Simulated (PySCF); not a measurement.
Molecule: Se(F)(SiH3), H3FSeSi, SMILES F[Se][SiH3]. Atoms near the plane z = 0.6 Å, at the CAM-B3LYP/def2-SVP optimised geometry (x, y, z in Å): Se1 (1.4, -0.3, 0.0), F2 (1.5, 0.6, 1.5), Si3 (-0.9, -0.3, 0.0), H4 (-1.4, 1.1, 0.0), H5 (-1.4, -1.1, 1.2).

Level of theory: PySCF 2.14.0 with CAM-B3LYP/def2-TZVP. The values are rescaled to run from 0 to 1.

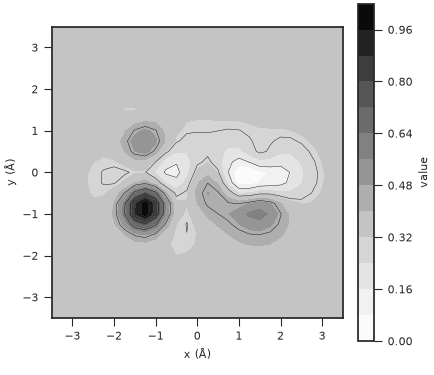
a field on the plane z = 0.6 Å.

Task: Which quantity is mapped?
A. electron localisation function
B. Laplacian of the electron density
C. deformation density (molecule minus spherical neutral atoms)
D. electrostatic potential

Result: C, deformation density (molecule minus spherical neutral atoms). In full: deformation density (molecule minus spherical neutral atoms) (e/bohr³).
